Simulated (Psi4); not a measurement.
**Frequency calculation, with input and output: CH6B (charge −1) (part 2 of 3)**

Continued. System: CH6B, charge −1, SMILES [H][B-]([H])([H])C. Method: HF/6-31G**, RHF (Psi4 1.11). The geometry was optimised with hf/6-31G**.

Geometry of the input (Å):
```
B  -0.0021  0.0031  -0.8260
C  0.0021  -0.0030  0.8341
H  -1.0072  0.0352  1.2595
H  0.5428  0.8507  1.2586
H  0.4740  -0.8994  1.2524
H  1.1633  -0.0413  -1.2629
H  -0.5467  1.0379  -1.2545
H  -0.6262  -0.9825  -1.2618
```

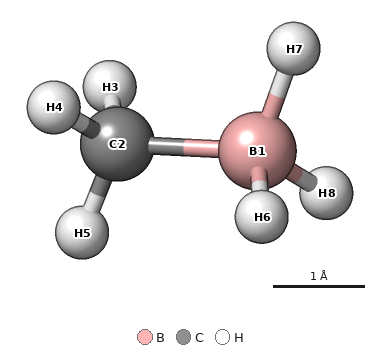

The structure as given in the input (ball-and-stick view, seen at a tilt; atoms are numbered from 1 in the order of the input).

The program's output, continued
```
Properties will be evaluated at   0.000000,   0.000000,   0.000000 [a0]

Properties computed using the SCF density matrix

 Multipole Moments:

 ------------------------------------------------------------------------------------
     Multipole            Electronic (a.u.)      Nuclear  (a.u.)        Total (a.u.)
 ------------------------------------------------------------------------------------

 L = 1.  Multiply by 2.5417464519 to convert [e a0] to [Debye]
 Dipole X            :          0.0020189            0.0015212            0.0035401
 Dipole Y            :         -0.0027335           -0.0023196           -0.0050531
 Dipole Z            :          0.7551401            0.6338401            1.3889802
 Magnitude           :                                                    1.3889939

 ------------------------------------------------------------------------------------

	total time  =          1 seconds =       0.02 minutes

         ------------------------------------------------------------
                                   SCF HESS
         ------------------------------------------------------------

  ==> Geometry <==

    Molecular point group: c1
    Full point group: C1

    Geometry (in Angstrom), charge = -1, multiplicity = 1:

       Center              X                  Y                   Z               Mass
    ------------   -----------------  -----------------  -----------------  -----------------
         B           -0.002181001421     0.003142383000    -0.857225662772    11.009305360000
         C            0.002050998579    -0.002943617000     0.802908337228    12.000000000000
         H           -1.007337001421     0.035199383000     1.228288337228     1.007825032230
         H            0.542695998579     0.850743383000     1.227406337228     1.007825032230
         H            0.473948998579    -0.899382617000     1.221212337228     1.007825032230
         H            1.163169998579    -0.041217617000    -1.294122662772     1.007825032230
         H           -0.546754001421     1.037886383000    -1.285714662772     1.007825032230
         H           -0.626320001421    -0.982506617000    -1.292977662772     1.007825032230

  Nuclear repulsion =   35.353519502776528

  ==> Basis Set <==

  Basis Set: 6-31G**
    Blend: 6-31G**
    Number of shells: 30
    Number of basis functions: 60
    Number of Cartesian functions: 60
    Spherical Harmonics?: false
    Max angular momentum: 2

  ==> DFJKGrad: Density-Fitted SCF Gradients <==

    Gradient:                    2
    J tasked:                  Yes
    K tasked:                  Yes
    wK tasked:                  No
    Integrals threads:           1
    Memory [MiB]:             1144
    Schwarz Cutoff:          1E-12
    Fitting Condition:       1E-10

   => Auxiliary Basis Set <=

  Basis Set: (6-31G** AUX)
    Blend: CC-PVDZ-JKFIT
    Number of shells: 102
    Number of basis functions: 312
    Number of Cartesian functions: 312
    Spherical Harmonics?: false
    Max angular momentum: 3

  DFHelper Memory: AOs need 0.010 GiB; user supplied 1.341 GiB.
  SCF_SUBTYPE=INCORE selected. In-core MEM_DF algorithm will be used.
  Using in-core AOs.

  ==> MemDFJK: Density-Fitted J/K Matrices <==

    J tasked:                   Yes
    K tasked:                   Yes
    wK tasked:                   No
    Memory [MiB]:              1373
    Algorithm:                 Core
    Schwarz Cutoff:           1E-12
    Mask sparsity (%):       0.0000
    Fitting Condition:        1E-10

   => Auxiliary Basis Set <=

  Basis Set: (6-31G** AUX)
    Blend: CC-PVDZ-JKFIT
    Number of shells: 102
    Number of basis functions: 312
    Number of Cartesian functions: 312
    Spherical Harmonics?: false
    Max angular momentum: 3

   ==> Coupled-Perturbed RHF Solver <==

    Maxiter             =         100
    Convergence         =   1.000E-06
    Number of equations =          24
   -----------------------------------------------------
     Iter   Residual RMS      Max RMS  Remain  Time [s]
   -----------------------------------------------------
        1      4.464e-01    5.819e-01      24         0
        2      1.108e-01    1.528e-01      24         0
        3      2.215e-02    3.168e-02      24         0
        4      4.304e-03    7.078e-03      24         0
        5      9.194e-04    1.551e-03      24         0
        6      2.082e-04    3.125e-04      24         1
        7      3.941e-05    5.858e-05      24         1
        8      7.308e-06    1.065e-05      24         1
        9      1.344e-06    1.856e-06      18         1
       10      3.638e-07    3.297e-07       0         1
  ## Total Hessian (Symmetry 0) ##
  Irrep: 1 Size: 24 x 24

                 1                   2                   3                   4                   5

    1     0.33856709731715    -0.00001706262129    -0.00007346122144    -0.05940400917154     0.00000065650908
    2    -0.00001706262129     0.33856763361342     0.00008883816329     0.00000189318667    -0.05940569198813
    3    -0.00007346122144     0.00008883816329     0.31275536397211    -0.00021154086196     0.00030726989081
    4    -0.05940400917154     0.00000189318667    -0.00021154086196     0.54904786773311    -0.00000321685484
    5     0.00000065650908    -0.05940569198813     0.00030726989081    -0.00000321685484     0.54904358775907
    6    -0.00021418582293     0.00030901507290    -0.14348331206478    -0.00030738546444     0.00044819027292
    7    -0.00041287241586     0.00000210770696    -0.00237811189484    -0.26937269324967     0.00808952530310
    8    -0.00010472972571    -0.00056920094264     0.00010285802672     0.00804417389639    -0.05578922156077
    9     0.02777466976501    -0.00108178232825    -0.00334231852968     0.10095880035880    -0.00385758088100
   10    -0.00057964399195    -0.00001972418377     0.00125882779580    -0.11686169069985    -0.09692135666174
   11     0.00010348371252    -0.00042521239596     0.00201692893626    -0.09687060486389    -0.20845863998136
   12    -0.01484208798696    -0.02350325183295    -0.00331568962885    -0.05392616105194    -0.08524186757441
   13    -0.00058199743928     0.00001710501150     0.00109827302873    -0.10224804336144     0.08883374730364
   14     0.00000145349658    -0.00057875583706    -0.00208970528010     0.08882742804438    -0.22422787390329
   15    -0.01295169746033     0.02461458697081    -0.00315730607423    -0.04645344972077     0.08825731199101
   16    -0.14469311245846     0.00398445108359     0.03949239525293    -0.00140289544834     0.00007893658196
   17     0.00400008901059    -0.04016560181102    -0.00150826418566    -0.00001272757689     0.00070487580810
   18     0.03494832853974    -0.00132944121010    -0.05335446681226     0.02676628609419    -0.00102160611254
   19    -0.06286767222261     0.04342710506146    -0.01809921482272     0.00019765399697     0.00096264716923
   20     0.04343011516115    -0.12253274900271     0.03439320052517     0.00094828254516    -0.00109702347353
   21    -0.01598186085955     0.03036749012252    -0.05282277928061    -0.01249739637845     0.02374678407748
   22    -0.07002778961834    -0.04739587524427    -0.02108716736196     0.00004381010408    -0.00104093932401
   23    -0.04741400559852    -0.11489042163921    -0.03331112586473    -0.00093522839285    -0.00077001262689
   24    -0.01865970494650    -0.02946545492741    -0.05327949177270    -0.01432915300186    -0.02263850168629

                 6                   7                   8                   9                  10

    1    -0.00021418582293    -0.00041287241586    -0.00010472972571     0.02777466976501    -0.00057964399195
    2     0.00030901507290     0.00000210770696    -0.00056920094264    -0.00108178232825    -0.00001972418377
    3    -0.14348331206478    -0.00237811189484     0.00010285802672    -0.00334231852968     0.00125882779580
    4    -0.00030738546444    -0.26937269324967     0.00804417389639     0.10095880035880    -0.11686169069985
    5     0.00044819027292     0.00808952530310    -0.05578922156077    -0.00385758088100    -0.09692135666174
    6     0.42408115764320     0.08821457287123    -0.00335696145909    -0.08586939857803    -0.04711940596119
    7     0.08821457287123     0.30095304699104    -0.00934999175329    -0.09932126133303    -0.01868047749669
    8    -0.00335696145909    -0.00934999175329     0.05432763904874     0.00378887184449    -0.02902829044596
    9    -0.08586939857803    -0.09932126133303     0.00378887184449     0.08572880173653    -0.01335415899245
   10    -0.04711940596119    -0.01868047749669    -0.02902829044596    -0.01335415899245     0.12480636989907
   11    -0.07445499968490    -0.00028126293724     0.00147101931426     0.00191202436881     0.11186494597197
   12    -0.08570516702802     0.00600815810392     0.01211628854916     0.00400396888564     0.05304195871060
   13    -0.04051395189849    -0.01626242863838     0.03052189260221    -0.01325293587372     0.00923326206229
   14     0.07696918542126     0.00164140046701    -0.00084989574167    -0.00089250434059     0.01302271019063
   15    -0.08455666926174     0.00504538409319    -0.01257599937429     0.00390661457339     0.00749555435809
   16     0.00113934342595     0.00149172801588    -0.00000923723366     0.00040909474238     0.00088370008203
   17    -0.00001259498595    -0.00001118705386     0.00129356107045     0.00001668138561     0.00042194792605
   18    -0.00823001735487     0.00092958971283    -0.00000412212001    -0.00788525519764    -0.00055257839419
   19    -0.00055697723396     0.00109691678028    -0.00028689824654    -0.00157696996008    -0.00014836509127
   20     0.00104753890236    -0.00093132424726     0.00010056743817     0.00084610553583     0.00057064953662
   21    -0.00803281315681     0.00074055394312    -0.00021853901976     0.00173069378684    -0.00023793562230
   22    -0.00064200986685     0.00118678003588     0.00021308090072    -0.00163723873034     0.00134684525726
   23    -0.00094937375398     0.00084073254126     0.00001553137362    -0.00073181561991     0.00008911769446
   24    -0.00820378016199     0.00076111449408     0.00014760356353     0.00172689333441    -0.00053226185517

                11                  12                  13                  14                  15

    1     0.00010348371252    -0.01484208798696    -0.00058199743928     0.00000145349658    -0.01295169746033
    2    -0.00042521239596    -0.02350325183295     0.00001710501150    -0.00057875583706     0.02461458697081
    3     0.00201692893626    -0.00331568962885     0.00109827302873    -0.00208970528010    -0.00315730607423
    4    -0.09687060486389    -0.05392616105194    -0.10224804336144     0.08882742804438    -0.04645344972077
    5    -0.20845863998136    -0.08524186757441     0.08883374730364    -0.22422787390329     0.08825731199101
    6    -0.07445499968490    -0.08570516702802    -0.04051395189849     0.07696918542126    -0.08455666926174
    7    -0.00028126293724     0.00600815810392    -0.01626242863838     0.00164140046701     0.00504538409319
    8     0.00147101931426     0.01211628854916     0.03052189260221    -0.00084989574167    -0.01257599937429
    9     0.00191202436881     0.00400396888564    -0.01325293587372    -0.00089250434059     0.00390661457339
   10     0.11186494597197     0.05304195871060     0.00923326206229     0.01302271019063     0.00749555435809
   11     0.23064225039232     0.08382883841913    -0.01587679134309    -0.02633225208251    -0.01125184542313
   12     0.08382883841913     0.08555270979378     0.00824429127223     0.01041902463430     0.00389269472704
   13    -0.01587679134309     0.00824429127223     0.10793807372128    -0.10251615730742     0.04558684217247
   14    -0.02633225208251     0.01041902463430    -0.10251615730742     0.24872301561346    -0.08660929756794
   15    -0.01125184542313     0.00389269472704     0.04558684217247    -0.08660929756794     0.08434588860505
   16     0.00104915529565     0.00153089756746     0.00076510463657    -0.00109491825655     0.00144496406536
   17     0.00031892289379     0.00093499855637    -0.00045335046808     0.00044116920777    -0.00106167701044
   18    -0.00054427290684     0.00172477386501    -0.00051152858135     0.00057649812336     0.00172214325669
   19    -0.00007595158654     0.00019773024672     0.00133390694891    -0.00007740801713    -0.00022583717264
   20     0.00134680951313     0.00177875232961    -0.00007776837510     0.00144156049119     0.00041837495758
   21    -0.00073378962265     0.00173064056861    -0.00046760570497     0.00087864918873    -0.00787564065553
   22     0.00008702578917    -0.00025478684345    -0.00017787792273     0.00019549135969     0.00005823970380
   23     0.00143710233527    -0.00033278307837    -0.00044867741835     0.00138303228851    -0.00179145455138
   24    -0.00077288405862    -0.00788393116210    -0.00018338437811     0.00074814980288     0.00172227484003

                16                  17                  18                  19                  20

    1    -0.14469311245846     0.00400008901059     0.03494832853974    -0.06286767222261     0.04343011516115
    2     0.00398445108359    -0.04016560181102    -0.00132944121010     0.04342710506146    -0.12253274900271
    3     0.03949239525293    -0.00150826418566    -0.05335446681226    -0.01809921482272     0.03439320052517
    4    -0.00140289544834    -0.00001272757689     0.02676628609419     0.00019765399697     0.00094828254516
    5     0.00007893658196     0.00070487580810    -0.00102160611254     0.00096264716923    -0.00109702347353
    6     0.00113934342595    -0.00001259498595    -0.00823001735487    -0.00055697723396     0.00104753890236
    7     0.00149172801588    -0.00001118705386     0.00092958971283     0.00109691678028    -0.00093132424726
    8    -0.00000923723366     0.00129356107045    -0.00000412212001    -0.00028689824654     0.00010056743817
    9     0.00040909474238     0.00001668138561    -0.00788525519764    -0.00157696996008     0.00084610553583
   10     0.00088370008203     0.00042194792605    -0.00055257839419    -0.00014836509127     0.00057064953662
   11     0.00104915529565     0.00031892289379    -0.00054427290684    -0.00007595158654     0.00134680951313
   12     0.00153089756746     0.00093499855637     0.00172477386501     0.00019773024672     0.00177875232961
   13     0.00076510463657    -0.00045335046808    -0.00051152858135     0.00133390694891    -0.00007776837510
   14    -0.00109491825655     0.00044116920777     0.00057649812336    -0.00007740801713     0.00144156049119
   15     0.00144496406536    -0.00106167701044     0.00172214325669    -0.00022583717264     0.00041837495758
   16     0.16716829048376    -0.00502513065179    -0.04868817054266    -0.01121131853430     0.00434268363538
   17    -0.00502513065179     0.03539314364787     0.00183997195452     0.01938303588160     0.00013897634149
   18    -0.04868817054266     0.00183997195452     0.05711481975341    -0.00642246068596    -0.00087334448042
   19    -0.01121131853430     0.01938303588160    -0.00642246068596     0.06401828947268    -0.05475779932737
   20     0.00434268363538     0.00013897634149    -0.00087334448042    -0.05475779932737     0.13924696333639
   21     0.00210458796909    -0.00632824006610     0.00442767212310     0.02232406638043    -0.04241367859953
   22    -0.01300149679825    -0.01830267706080    -0.00646946612542     0.00758058864911     0.00647516104837
   23    -0.00332594040907     0.00187495281563     0.00135631674430    -0.00857473096162    -0.01864510464908
   24     0.00256688754339     0.00611912434674     0.00448033036173     0.00435966321703     0.00480305083778

                21                  22                  23                  24

    1    -0.01598186085955    -0.07002778961834    -0.04741400559852    -0.01865970494650
    2     0.03036749012252    -0.04739587524427    -0.11489042163921    -0.02946545492741
    3    -0.05282277928061    -0.02108716736196    -0.03331112586473    -0.05327949177270
    4    -0.01249739637845     0.00004381010408    -0.00093522839285    -0.01432915300186
    5     0.02374678407748    -0.00104093932401    -0.00077001262689    -0.02263850168629
    6    -0.00803281315681    -0.00064200986685    -0.00094937375398    -0.00820378016199
    7     0.00074055394312     0.00118678003588     0.00084073254126     0.00076111449408
    8    -0.00021853901976     0.00021308090072     0.00001553137362     0.00014760356353
    9     0.00173069378684    -0.00163723873034    -0.00073181561991     0.00172689333441
   10    -0.00023793562230     0.00134684525726     0.00008911769446    -0.00053226185517
   11    -0.00073378962265     0.00008702578917     0.00143710233527    -0.00077288405862
   12     0.00173064056861    -0.00025478684345    -0.00033278307837    -0.00788393116210
   13    -0.00046760570497    -0.00017787792273    -0.00044867741835    -0.00018338437811
   14     0.00087864918873     0.00019549135969     0.00138303228851     0.00074814980288
   15    -0.00787564065553     0.00005823970380    -0.00179145455138     0.00172227484003
   16     0.00210458796909    -0.01300149679825    -0.00332594040907     0.00256688754339
   17    -0.00632824006610    -0.01830267706080     0.00187495281563     0.00611912434674
   18     0.00442767212310    -0.00646946612542     0.00135631674430     0.00448033036173
   19     0.02232406638043     0.00758058864911    -0.00857473096162     0.00435966321703
   20    -0.04241367859953     0.00647516104837    -0.01864510464908     0.00480305083778
   21     0.05642272292094     0.00401559027187    -0.00529867606678     0.00441950367733
   22     0.00401559027187     0.07304914028369     0.05976873255207     0.02601683892995
   23    -0.00529867606678     0.05976873255207     0.12959492011999     0.04105891213293
   24     0.00441950367733     0.02601683892995     0.04105891213293     0.05701820085988

	total time  =         11 seconds =       0.18 minutes

  ==> Harmonic Vibrational Analysis <==
```
